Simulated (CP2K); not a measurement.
Consider 4-methylpyridine at its PBE geometry (Å).

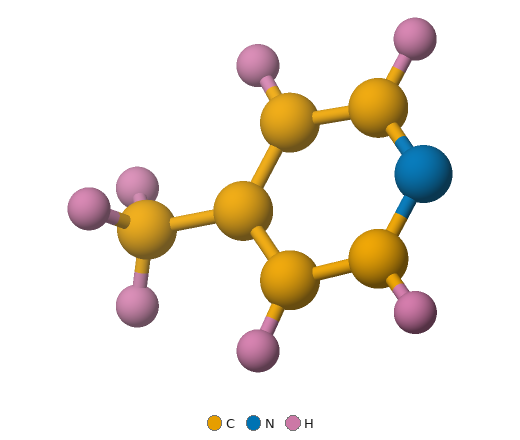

The molecule (carbon orange, nitrogen blue, hydrogen pink).

```xyz
14

C     2.0154   -0.1266    0.1133
C     0.5160   -0.0314    0.0436
C    -0.1363    1.1979   -0.1208
C    -1.5298    1.2333   -0.2086
N    -2.3183    0.1449   -0.1423
C    -1.6860   -1.0318    0.0198
C    -0.2990   -1.1689    0.1176
H     2.4412   -0.2545   -0.8940
H     2.4570    0.7828    0.5404
H     2.3362   -0.9872    0.7143
H     0.4357    2.1254   -0.1757
H    -2.0455    2.1888   -0.3374
H    -2.3280   -1.9150    0.0761
H     0.1414   -2.1578    0.2538
```

Method: CP2K XAS_TDP, all-electron GAPW, PBEh(45%), aug-cc-pVDZ, TDA, GW2X-corrected core level, no relativity.

Q: Where do the N K-edge lines lie, and how strong are they?

Leading lines: N5 399.67 eV. The leading line of an atom is its first one with 35 % of the strongest within 2.5 eV of its lowest line over the strength cut. Core ionisation energies at this level: N5 405.23 eV.

The first six lines of each atom with a strength over 0.0015:

```csv
atom,energy (eV),states,"strength, one atom",above the computed threshold
N5 (bonded to 2 C),399.67,1,0.0506,
,405.44,1,0.0025,yes
,406.48,1,0.0041,yes
,406.83,2,0.0055,yes
,407.03,1,0.0040,yes
,407.28,1,0.0037,yes
```

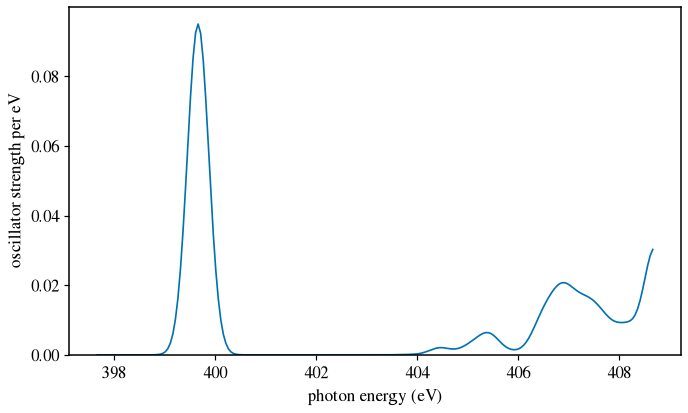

All atoms added, broadened by 0.5 eV.

Lines are vertical, at one geometry, with no vibrational structure. GW2X ionisation energies and lines can be off by 1 to 2 eV either way, and a good line position may hide errors that cancel. These values hold no scalar relativity, about 0.2 eV for N 1s. Rydberg lines, and the discretised continuum above threshold, depend on the basis and the box.

[Banner, clock and machine lines of the logs are left out without a mark of their own.]

[Logs are printed without paths, hosts, clocks, repeated set-up lines and the standing remarks that a program may print on its own settings, such as how far it seeks lower states.]

[Hosts, paths, dates, database ids (printed as entryN), source tags and the programs' standing remarks are cut or masked in the printed files.]
